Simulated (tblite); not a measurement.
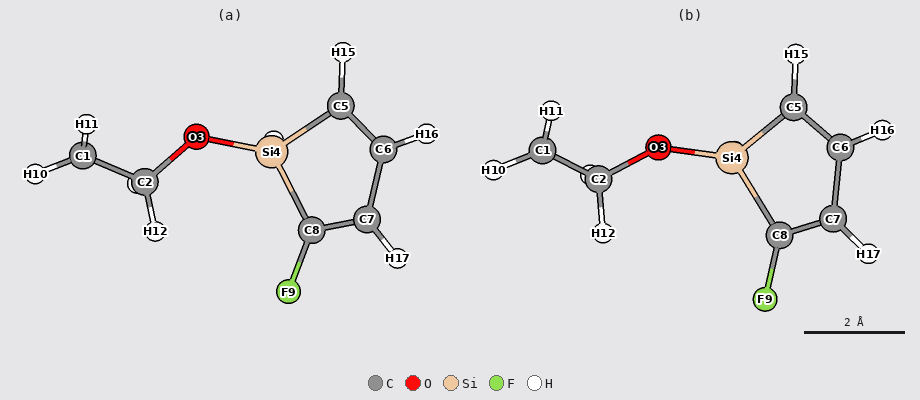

The structure of C6H8FOSi (multiplicity 2) before (left) and after (right) a relaxation, at one scale.

A ball-and-stick model, seen face on.

Level of theory: GFN2-xTB geometry optimisation, gas phase (tblite). 

Q: What changed between the two?

A: The F atom moves most after the best rigid fit: 0.37 Å. By element the largest moves are F 0.37 Å, H 0.34 Å, O 0.22 Å, C 0.19 Å, Si 0.12 Å. Some distances before and after: C–Si 1.853 → 1.907 Å, O–Si 1.661 → 1.613 Å, H–Si 1.494 → 1.464 Å, C–C 1.491 → 1.467 Å. Among the angles between lasting bonds that change: C–O–Si 118.0° → 129.6°, Si–C–H 122.1° → 128.2°, C–C–H 127.3° → 122.0°. Groups turn about C–C by about 20°. Over 93 geometry steps the energy falls by 0.229 eV.
